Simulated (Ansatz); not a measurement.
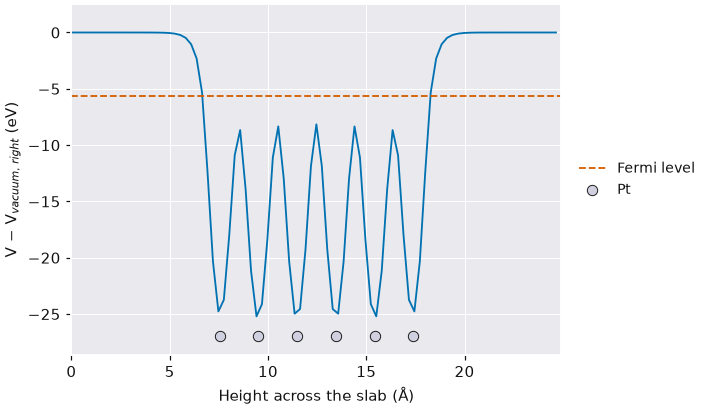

Plane-averaged electrostatic potential energy of an electron across the slab; circles at the bottom mark the heights of the atoms (positions after relaxation).

System: a (100) slab cut from Pt (Fm-3m), 6 atoms in the cell. Starting structure of the relaxation:

```cif
data_structure
_symmetry_space_group_name_H-M 'P 1'
_symmetry_Int_Tables_number 1
_cell_length_a 2.8073
_cell_length_b 2.8073
_cell_length_c 24.9253
_cell_angle_alpha 90.000
_cell_angle_beta 90.000
_cell_angle_gamma 90.000
_cell_volume 196.43
loop_
_atom_site_label
_atom_site_type_symbol
_atom_site_fract_x
_atom_site_fract_y
_atom_site_fract_z
_atom_site_occupancy
Pt1 Pt 0.50000 0.50000 0.30090 1
Pt2 Pt 0.00000 0.00000 0.38054 1
Pt3 Pt 0.50000 0.50000 0.46018 1
Pt4 Pt 0.00000 0.00000 0.53982 1
Pt5 Pt 0.50000 0.50000 0.61946 1
Pt6 Pt 0.00000 0.00000 0.69910 1
```

Ansatz; DFT PBE, scalar-relativistic, plane waves, PAW, no spin polarisation, 12×12×1 k mesh, 420 eV cutoff, Gaussian smearing of 0.1 eV.

Read off the work function of each face.

The work function is 5.65 eV, the same on both faces. The two vacuum levels agree, so the slab has no net dipole along its normal.

How thick are slab and vacuum?

The outermost atoms are 9.8 Å apart, which leaves 15.1 Å of vacuum in a cell 24.9 Å high.

Spin-orbit coupling is left out, which matters for Pt.
